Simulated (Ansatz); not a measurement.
# GeHSCl2F (SMILES [F][Ge]([SH])([Cl])[Cl]): SVWN5/cc-pVDZ

What is the vertical singlet–triplet gap of GeHSCl2F at SVWN5/cc-pVDZ? 

Program for the calculation: Ansatz 0.2.0.

72 further runs of the same task are left out: 72 set aside as unsound or not needed. Runs told in other sessions of the task aren't counted.

### Step 1. The system as given

The species is GeHSCl2F (6 atoms), meant as a singlet with charge 0. As SMILES, `[F][Ge]([SH])([Cl])[Cl]`. The shape is that of a PBE0-D4/def2-TZVP optimisation. This is one conformer, not always the lowest.

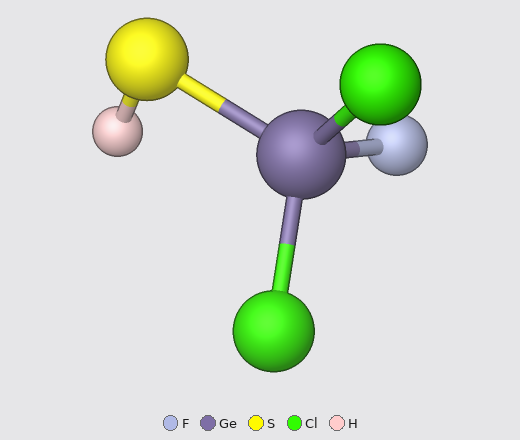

The structure, seen from a chosen angle (fluorine light blue, germanium purple, sulfur yellow, chlorine green, hydrogen pink).

### Step 2. A single-point energy at SVWN5/cc-pVDZ

Input file run.yaml:

```yaml
crystal:
  periodic: [false, false, false]
  atoms:
    - {symbol: F, position_ang: [1.026900, -1.407000, -0.691200]}
    - {symbol: Ge, position_ang: [-0.148100, -0.195600, -0.359900]}
    - {symbol: S, position_ang: [-0.244400, 0.240000, 1.774800]}
    - {symbol: Cl, position_ang: [-2.016500, -0.953000, -0.997700]}
    - {symbol: Cl, position_ang: [0.438900, 1.465300, -1.540500]}
    - {symbol: H, position_ang: [0.985300, 0.786300, 1.768500]}
basis:
  gaussian:
    orbitals: cc-pVDZ
hamiltonian:
  xc: {name: SVWN5}
accuracy: high
output:
  orbitals: {seedname: orbitals}
```

Run with:

```
$ ansatz run run.yaml --threads 1 --pin off --max-ram 2610MiB --events-out events.jsonl --progress --plain --runs-dir runs
```

Log:

```text
Warning: RAYON_NUM_THREADS=1 ignored (pool sized by the plan → 1); use --threads N
Functional definition: SVWN5
  name "SVWN5"
  exchange = slater_x
  correlation = vwn5_c
2231 factors; integrals over basis functions are off by at most 4.4e-9 eV
mean field evaluation 1: about -94912.6854 eV, gradient 3.5e1 eV
mean field evaluation 2: about -94903.2855 eV, gradient 8.4e1 eV
mean field evaluation 4: about -94914.9577 eV, gradient 3.9e0 eV
mean field evaluation 8: about -94914.9950 eV, gradient 2.8e-1 eV
mean field evaluation 16: about -94914.9952 eV, gradient 3.1e-5 eV
mean field -94914.99518676 eV, -3488.0617374190 hartree, gradient 5.7e-8 eV, S^2 0.000000; 0 other end points of the search recorded, 0 dependent functions left out
reference -94914.99518972 eV, -3488.0617375276 hartree; 46, 46 occupied and 54, 54 virtual orbitals, 2231 factors
Total energy: -94914.99518972 eV, -3488.0617375276 hartree
```

Run time: 9 s. Hardware: 1 thread of Arm Neoverse V2, shared host; peak memory 0.28 GiB.

### Step 3. The triplet

Input file job.yaml:

```yaml
crystal:
  periodic: [false, false, false]
  atoms:
    - symbol: F
      position_ang: [1.026900, -1.407000, -0.691200]
    - symbol: Ge
      position_ang: [-0.148100, -0.195600, -0.359900]
    - symbol: S
      position_ang: [-0.244400, 0.240000, 1.774800]
    - symbol: Cl
      position_ang: [-2.016500, -0.953000, -0.997700]
    - symbol: Cl
      position_ang: [0.438900, 1.465300, -1.540500]
    - symbol: H
      position_ang: [0.985300, 0.786300, 1.768500]
basis:
  gaussian: {orbitals: cc-pVDZ}
accuracy: high
hamiltonian: {xc: {name: SVWN5}}
output: {orbitals: {seedname: orbitals}}
magnetization: {spin_polarized: true, initial_magnetization: 2}
```

Run with:

```
$ ansatz run job.yaml --threads 1 --pin off --max-ram 2610MiB --events-out events.jsonl --progress --plain --runs-dir runs
```

Log:

```text
Warning: RAYON_NUM_THREADS=1 ignored (pool sized by the plan → 1); use --threads N
[... 4 set-up lines as earlier in the session ...]
2231 factors; integrals over basis functions are off by at most 4.4e-9 eV
mean field evaluation 1: about -94907.2201 eV, gradient 2.6e1 eV
mean field evaluation 2: about -94857.7879 eV, gradient 1.1e2 eV
mean field evaluation 4: about -94907.2452 eV, gradient 1.9e1 eV
mean field evaluation 8: about -94910.0964 eV, gradient 4.1e0 eV
mean field evaluation 16: about -94910.2713 eV, gradient 5.4e-3 eV
mean field evaluation 32: about -94906.7674 eV, gradient 1.6e1 eV
mean field evaluation 64: about -94908.6878 eV, gradient 4.6e0 eV
mean field evaluation 96: about -94910.0030 eV, gradient 1.3e0 eV
mean field -94910.27126678 eV, -3487.8881365618 hartree, gradient 7.1e-8 eV, S^2 2.001268; 8 other end points of the search recorded, 0 dependent functions left out
reference -94910.27126979 eV, -3487.8881366722 hartree; 47, 45 occupied and 53, 55 virtual orbitals, 2231 factors
Total energy: -94910.27126979 eV, -3487.8881366722 hartree
```

It took 25 s on 1 thread of Arm Neoverse V2, shared host; peak memory 0.35 GiB.

### Step 4. Outcome

At SVWN5/cc-pVDZ:

| quantity | value |
| --- | --- |
| singlet: total energy | -3488.06174 Eh |
| singlet: HOMO energy | -7.21 eV |
| singlet: LUMO energy | -2.91 eV |
| singlet: HOMO–LUMO gap | 4.30 eV |
| triplet: total energy | -3487.88814 Eh |
| triplet: HOMO energy (highest over α and β) | -2.76 eV |
| triplet: ⟨S²⟩ | 2.001 |
| vertical energy of the triplet above the singlet | 4.724 eV |

At this shape the triplet lies 4.72 eV (456 kJ/mol) above the singlet.
